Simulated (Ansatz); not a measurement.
Process, species as SMILES: F (HF) → HF+ (doublet, bonded as F) + e-
B3LYP-D3(BJ)/def2-TZVP geometries, fixed; electronic energies without zero-point terms.
Largest species:
```xyz
2

F      0.0000     0.0000    -0.0925
H      0.0000     0.0000     0.8321
```
Charge 0, spin multiplicity 1.

Basis-set convergence of the adiabatic ionisation energy at HF with Ansatz (a program for electronic structure). Cartesian d functions, on some or all atoms, in 6-31G*, 6-31G**; all else is spherical. Open shells are unrestricted. No added dispersion term, no relativity. Functions are those of the species that has most. Reference: the value in aug-cc-pV5Z, 14.241 eV, itself unsure by roughly 0.005 eV (its mean distance from pcseg-4, aug-pcseg-3, aug-cc-pVQZ). Deviations are taken from unrounded values.

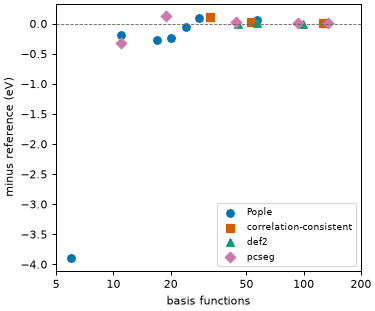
Fig. 1. Deviation from the reference against the number of basis functions, by family of sets.

| basis | functions | adiabatic ionisation energy (eV) | minus reference (eV) |
|---|---|---|---|
| STO-3G | 6 | 10.339 | -3.902 |
| 6-31G | 11 | 14.046 | -0.195 |
| pcseg-0 | 11 | 13.919 | -0.322 |
| 6-31G* | 17 | 13.964 | -0.277 |
| pcseg-1 | 19 | 14.373 | 0.132 |
| 6-31G** | 20 | 14.001 | -0.240 |
| 6-311G** | 24 | 14.184 | -0.057 |
| 6-311+G** | 28 | 14.332 | 0.091 |
| aug-cc-pVDZ | 32 | 14.346 | 0.105 |
| pcseg-2 | 44 | 14.264 | 0.023 |
| def2-TZVPP | 45 | 14.228 | -0.012 |
| jun-cc-pV(T+d)Z | 53 | 14.263 | 0.022 |
| 6-311++G(3df,3pd) | 57 | 14.294 | 0.054 |
| def2-TZVPPD | 57 | 14.249 | 0.008 |
| pcseg-3 | 93 | 14.249 | 0.008 |
| def2-QZVPPD | 99 | 14.242 | 0.001 |
| aug-cc-pVQZ | 126 | 14.244 | 0.003 |
| aug-pcseg-3 | 134 | 14.249 | 0.008 |
